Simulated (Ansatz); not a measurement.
Take LuCl3 (space group R-3c, No. 167; a = 6.431 Å, c = 17.666 Å (hexagonal axes); a hypothetical phase, not in the database extracts checked) as the base. Axes: x lies along a and z along c of the hexagonal cell.

It is then changed as follows: uniaxial strain ε_zz = +1.31 %, all other strain components held at zero; the atoms relax in the strained cell.

All numbers come from PBEsol (Ansatz, a first-principles code; PAW; 420 eV plane waves; without spin-orbit coupling).

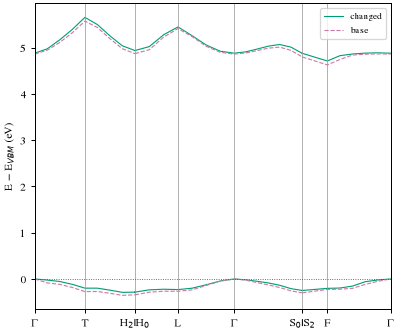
Fig. 1. Highest valence and lowest conduction band along the path, each from its own valence-band maximum

From the figure, how large is the changed gap, and is it direct?

About 4.7 eV, indirect, Γ → F.

Gaps are read on the SCF mesh and a high-symmetry path. Stability against distortions was not tested. The base started in R32 and relaxed to R-3c at this level.
